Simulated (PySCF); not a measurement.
# doublet [BH3]− at 6 levels

We compute a comparison of 6 runs (UHF/STO-3G, UHF/3-21G, U-wB97M-V/def2-TZVPPD, UM06-L/def2-TZVPPD, UPBE/def2-TZVPPD, UCCSD(T)/def2-TZVPPD) of doublet [BH3]−. 

The calculation is run with PySCF 2.14.0.

4 further runs of the same task are left out: 4 set aside as unsound or not needed.

### 1 The system as given

[BH3]−: 4 atoms, total charge -1, spin state doublet. As SMILES of the parent species, `B`. The coordinates come from a PBE0-D4/def2-TZVP relaxation. That shape belongs to the parent species and isn't relaxed for this state.

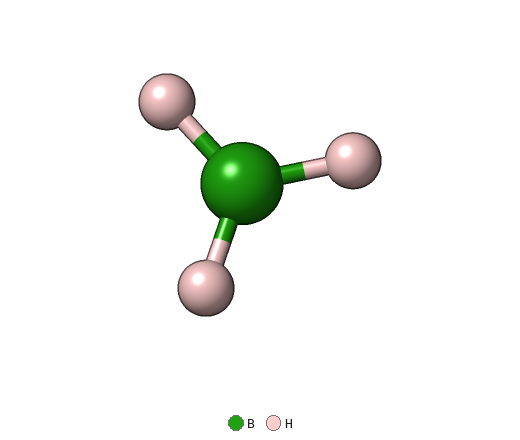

Viewed from a chosen angle; boron green, hydrogen pink.

### 2 A single-point energy at UHF/STO-3G (run 1)

run.py reads:

```python
from pyscf import gto

mol = gto.Mole()
mol.atom = '''
B    0.013900  -0.015100  -0.005100
H    0.982200   0.381700   0.568800
H   -0.276200  -1.171800   0.043000
H   -0.664400   0.744900  -0.626900
'''
mol.charge = -1
mol.basis = 'sto-3g'
mol.verbose = 3
mol.max_memory = 1860
mol.spin = 1
mol.build()

myscf = mol.UHF()
myscf.conv_tol = 1e-10
myscf.kernel()
if not myscf.converged:
    myscf = myscf.newton().run(myscf.mo_coeff, myscf.mo_occ)

e_tot = myscf.e_tot
print('E = %.10f Eh' % e_tot)
```

Started as:

```bash
OMP_NUM_THREADS=1 python run.py
```

The log of the run:

```text
converged SCF energy = -25.8663032957776  <S^2> = 0.76402731  2S+1 = 2.0139785
E = -25.8663032958 Eh
```

Wall time 0.77 s (1 thread of Arm Neoverse V1, shared host); peak memory 0.12 GiB.

### 3 The energy at UHF/3-21G (run 2)

calc.py reads:

```python
from pyscf import gto, scf

mol = gto.Mole()
mol.atom = '''
B        0.013900      -0.015100      -0.005100
H        0.982200       0.381700       0.568800
H       -0.276200      -1.171800       0.043000
H       -0.664400       0.744900      -0.626900
'''
mol.max_memory = 1860
mol.charge = -1
mol.basis = '3-21g'
mol.verbose = 3
mol.spin = 1
mol.build()

mf = scf.UHF(mol)
mf.conv_tol = 1e-10
mf.kernel()
if not mf.converged:
    mf = mf.newton().run(mf.mo_coeff, mf.mo_occ)

etot = mf.e_tot
print(f'total energy: {etot:.8f} hartree')
```

Started as:

```bash
OMP_NUM_THREADS=1 python calc.py
```

The log of the run:

```text
converged SCF energy = -26.1846683034287  <S^2> = 0.76282199  2S+1 = 2.0127812
total energy: -26.18466830 hartree
```

Wall time 0.64 s (1 thread of Arm Neoverse V1, shared host); peak memory 0.099 GiB.

Runs 3 to 5 aren't shown in full; the table further down has their settings and results.

### 4 The energy at UCCSD(T)/def2-TZVPPD (run 6)

job.py reads:

```python
from pyscf import gto, scf, cc

mol = gto.M(
    atom='B 0.013900 -0.015100 -0.005100; H 0.982200 0.381700 0.568800; H -0.276200 -1.171800 0.043000; H -0.664400 0.744900 -0.626900',
    basis='def2-tzvppd',
    max_memory=1860,
    verbose=4,
    spin=1,
    charge=-1,
)

mf = scf.UHF(mol)
mf.conv_tol = 1e-10
mf.kernel()
if not mf.converged:
    mf = mf.newton().run(mf.mo_coeff, mf.mo_occ)

mycc = cc.CCSD(mf, frozen=1)
mycc.kernel()
e_t = mycc.ccsd_t()
e_final = mycc.e_tot + e_t
print('E = %.10f Eh' % e_final)
```

Started as:

```bash
OMP_NUM_THREADS=1 python job.py
```

The log of the run:

```text
PySCF version 2.14.0

[INPUT] num. atoms = 4
[INPUT] num. electrons = 9
[INPUT] charge = -1
[INPUT] spin (= nelec alpha-beta = 2S) = 1
[INPUT] symmetry False subgroup None
[INPUT] Mole.unit = angstrom
[INPUT] Symbol           X                Y                Z      unit          X                Y                Z       unit  Magmom
[INPUT]  1 B      0.013900000000  -0.015100000000  -0.005100000000 AA    0.026267193131  -0.028534864481  -0.009637603235 Bohr   0.0
[INPUT]  2 H      0.982200000000   0.381700000000   0.568800000000 AA    1.856088999548   0.721308461746   1.074876219653 Bohr   0.0
[INPUT]  3 H     -0.276200000000  -1.171800000000   0.043000000000 AA   -0.521942355605  -2.214381072765   0.081258223356 Bohr   0.0
[INPUT]  4 H     -0.664400000000   0.744900000000  -0.626900000000 AA   -1.255534037161   1.407656990189  -1.184669307490 Bohr   0.0

nuclear repulsion = 7.41883823828152
number of shells = 34
number of NR pGTOs = 109
number of NR cGTOs = 88
basis = def2-tzvppd
ecp = {}

[... 65 lines left out ...]
converged SCF energy = -26.3653765061184  <S^2> = 0.75888306  2S+1 = 2.0088634
[... 12 lines left out ...]
Init t2, MP2 energy = -0.136494395747204
[... 13 lines left out ...]
UCCSD converged
[... 2 lines left out ...]
E = -26.5282852091 Eh
```

It took 37 s on 1 thread of Arm Neoverse V1, shared host; peak memory 2.7 GiB.

### 5 The series

| run | level | integration grid | nlc grid | energy (Eh) | HOMO energy (eV) | LUMO energy (eV) | ⟨S²⟩ | wall time |
| --- | --- | --- | --- | --- | --- | --- | --- | --- |
| 1 | UHF/STO-3G | – | – | -25.866303 | 4.52 | 20.92 | 0.764 | 0.77 s |
| 2 | UHF/3-21G | – | – | -26.184668 | 0.71 | 11.59 | 0.763 | 0.64 s |
| 3 | U-wB97M-V/def2-TZVPPD | 5 | 1 | -26.574057 | 0.50 | 4.46 | 0.752 | 38 s |
| 4 | UM06-L/def2-TZVPPD | 5 | – | -26.604294 | 3.11 | 3.93 | 0.757 | 27 s |
| 5 | UPBE/def2-TZVPPD | 5 | – | -26.553124 | 3.02 | 3.67 | 0.753 | 9.3 s |
| 6 | UCCSD(T)/def2-TZVPPD | – | – | -26.528285 | 0.32 | 4.98 | 0.759 | 37 s |

### 6 Outcome

```
                                                         quantity         value
                                              run 6: total energy  -26.52829 Eh
run 6: HOMO energy (Hartree–Fock orbitals) (highest over α and β)       0.32 eV
 run 6: LUMO energy (Hartree–Fock orbitals) (lowest over α and β)       4.98 eV
                run 6: correlation energy (1 core orbital frozen)    -162.9 mEh
                                            run 6: (T) correction     -4.66 mEh
                         run 6: ⟨S²⟩ of the reference determinant         0.759
                                             run 6: T1 diagnostic         0.011
```

In words: Totals of different functionals can't be ranked against each other. In runs 1, 2, 3, 4, 5, 6 the HOMO lies above zero, so the outermost electron may be held by the basis alone. In run 1 the basis is minimal, so the values are rough. All runs together took 1.9 min, the longest 38 s.
